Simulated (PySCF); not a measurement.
# C3H9P, SMILES `CP(C)C`: electronic structure

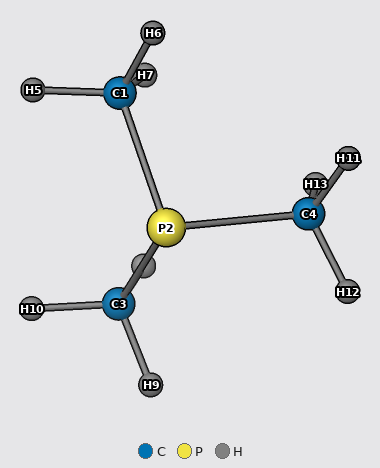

The molecule, with its atoms numbered as below. No frequency check shows the geometry to be a minimum.

Geometry (Å), atoms numbered from 1:

```
C1      -0.6132   -1.4927    0.2892
P2       0.0000    0.0003   -0.6225
C3      -0.9863    1.2770    0.2895
C4       1.5994    0.2152    0.2893
H5      -1.6455   -1.6840    0.0039
H6      -0.0128   -2.3545    0.0044
H7      -0.5550   -1.3514    1.3677
H8      -0.8928    1.1558    1.3681
H9      -0.6354    2.2670    0.0041
H10     -2.0325    1.1883    0.0043
H11      2.2812   -0.5832    0.0042
H12      2.0455    1.1660    0.0045
H13      1.4478    0.1950    1.3679
```

### 1. Bonding charge

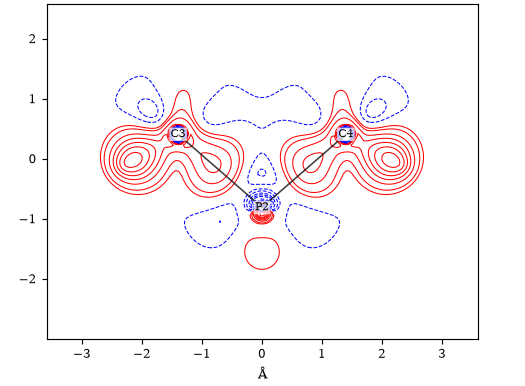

Deformation density (molecule less spherical, spin-averaged free atoms) in the plane of P2, C3 and C4; contours at ±0.05 to ±0.8 e/Å³; solid red lines: gain, dashed blue lines: loss.

Method: TPSS/def2-SVPD; geometry: GFN2-xTB; program: PySCF.

**How much density has each bond in this plane gained at its critical point, relative to the free atoms?**

P2–C3 and P2–C4: +0.12 e/Å³ at the bond critical point (bond length 1.85 Å). In all, 2.6 electrons gather in the regions of gain relative to the promolecule. A small or negative value marks a very polar bond, one between electron-rich atoms, whose free-atom densities already overlap strongly, a long bond to a heavier atom, or a closed-shell contact such as a hydrogen bond.

**Where do the Hirshfeld charges lie?**

The highest Hirshfeld charge is on P2 (+0.13 e), the lowest on C1, C3 and C4 (−0.14 e).

```csv
atom,charge (e)
C1,−0.14
P2,+0.13
C3,−0.14
C4,−0.14
H5,+0.03
H6,+0.03
H7,+0.03
H8,+0.03
H9,+0.03
H10,+0.03
H11,+0.03
H12,+0.03
H13,+0.03
```

### 2. Electrostatic potential

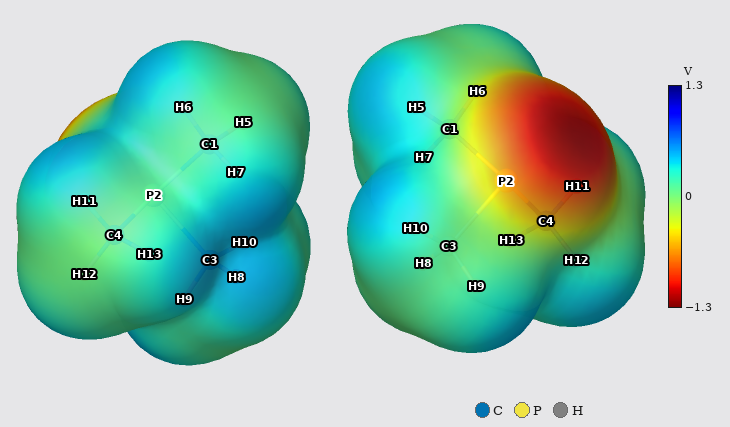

Electrostatic potential on the surface of electron density 0.001 a.u. (back view left, front view right).

**Where are the extremes of the potential on the surface?**

Highest: 0.52 V, 1.4 Å from H7, and at like points elsewhere. Lowest: −1.21 V, 2.4 Å from P2. Further minima include 0.02 V, near H6 (1.80 Å), H5 (1.86 Å), C1 (1.93 Å) and H7 (1.94 Å), and at like points elsewhere. The surface is sampled at points, so like sites can differ by a few per cent and only the strongest of them is named.

**What volume does the surface enclose, and what is the dipole moment?**

About 122 Å³; the dipole moment is 1.3 D.

### 3. Excited states

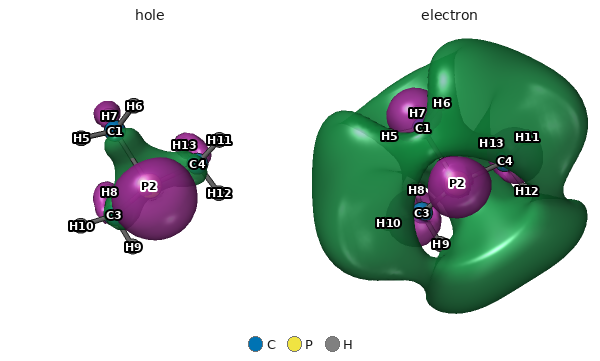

Leading natural transition orbital pair of S₁ (TDA singlet states); the surfaces enclose about 70 % of each orbital's density.

Level of theory: M06-2X/def2-SVPD (PySCF), at a geometry from GFN2-xTB.

**Where does the state lie, and where do hole and electron sit?**

6.43 eV (193 nm), f = 0.000 (very weak), diffuse (Rydberg-like) orbital; the leading pair carries 99 %; hole on P2 (67 %) and C1, C3 and C4 (7 % each), electron on P2 (10 %), H5, H6, H9, H10, H11 and H12 (9 % each) and C1, C3 and C4 (7 % each) (atom shares of so diffuse an orbital are rough); their centroids lie 0.9 Å apart. In canonical orbitals it is mainly HOMO → LUMO (93 %). The HOMO–LUMO gap is 8.67 eV.

### 4. Removing or adding an electron

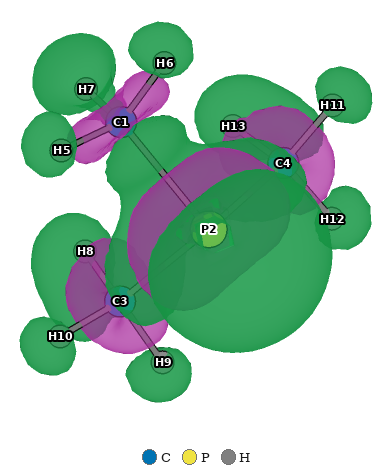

Fukui function f⁻ = ρ(N) − ρ(N−1) at fixed geometry, surfaces at ±0.02 e/Å³ (green positive, purple negative).

PySCF calculation, CAM-B3LYP/def2-SVPD, gas phase; geometry: GFN2-xTB.

**Which atoms respond most to the removal of an electron?**

f⁻ (Hirshfeld-condensed) is largest on P2 (0.42); the vertical ionisation energy is 8.64 eV (the stability of the cation's solution wasn't checked). Condensed values hint at sites of electrophilic attack but needn't mark the atom that reacts. Orbital relaxation makes it negative in places (0.23 e in all).

### 5. Localised orbitals

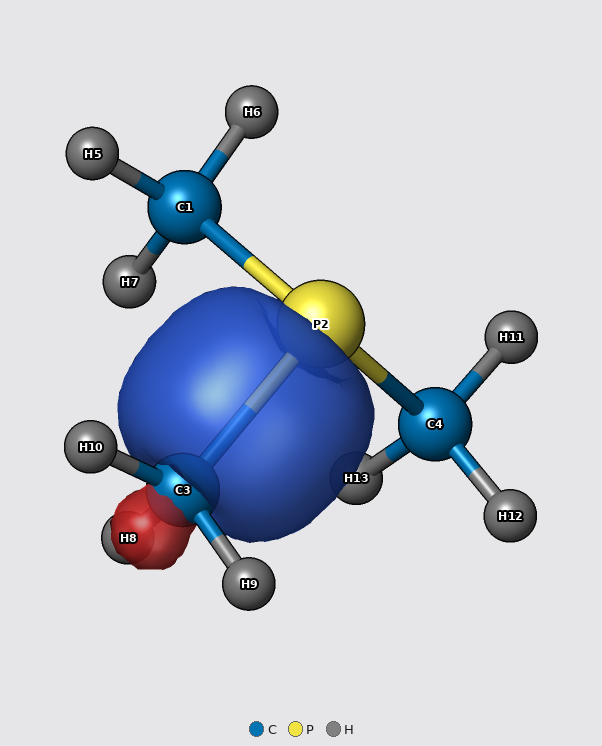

Intrinsic bond orbitals (IBO), occupied; each surface holds about 80 % of the orbital's density. Energies are diagonal elements of the Fock matrix.

PySCF calculation, PBE0/def2-SVP, gas phase; geometry: GFN2-xTB.

**What does this orbital represent?**

σ bond C3–P2 (C3 58 %, P2 42 %; −12.7 eV).

**How do all the valence pairs divide up?**

13 pairs: 12 σ bonds and 1 lone pair.

### 6. Stretching a bond

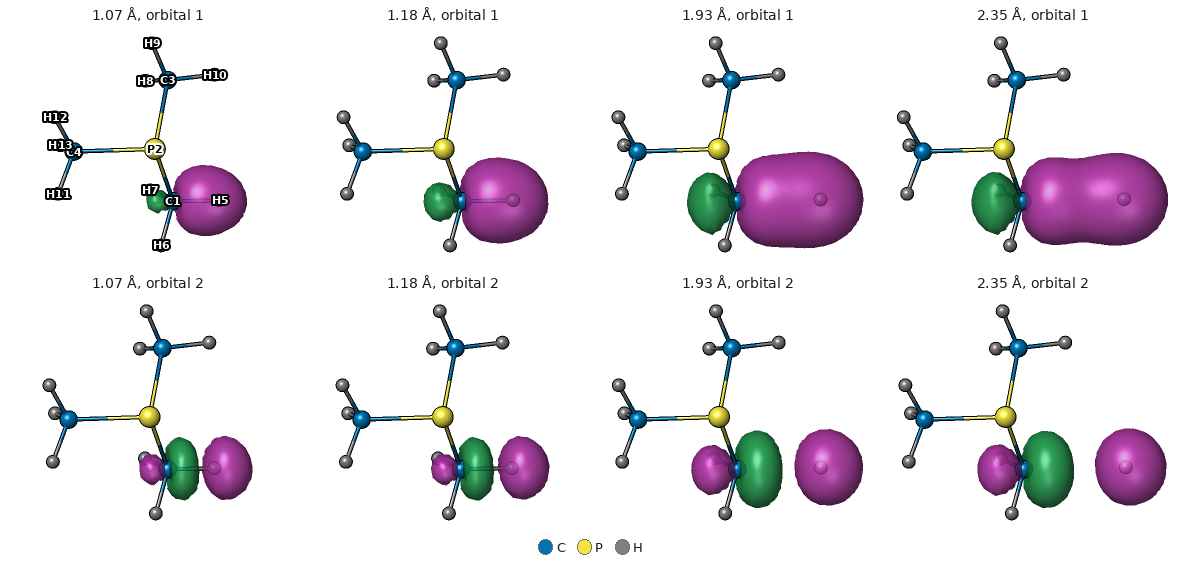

Rigid stretch of the C1–H5 bond. The two CASSCF(2,2) natural orbitals nearest half filling (orbital 1 the more occupied).

Computed with PySCF, def2-SVP basis, geometry: GFN2-xTB.

**How do the occupations change along the stretch?**

1.07 Å: 1.98 and 0.02; 1.18 Å: 1.98 and 0.02; 1.93 Å: 1.83 and 0.17; 2.35 Å: 1.62 and 0.38. At the longest distance computed (3.00 Å) they are 1.30 and 0.70, and the effective number of unpaired electrons is 1.7.

**Where does the UHF solution part from RHF?**

Between 1.66 Å (⟨S²⟩ = 0, the two coincide) and 1.93 Å (⟨S²⟩ = 0.56); at 3.00 Å ⟨S²⟩ is 0.99 and UHF lies 3.4 eV below RHF.

**How much energy does the stretch cost?**

By CASSCF, 4.3 eV from the lowest point of the scan (1.07 Å) to 3.00 Å; RHF gives 7.2 eV from its own lowest point. The fragments aren't relaxed and dynamic correlation is missing, so this isn't a bond dissociation energy.

The PySCF runs shown took 41 s, 23 min, 2.8 min, 11 s and 7 min on 1 thread of Arm Neoverse V2 (shared host).
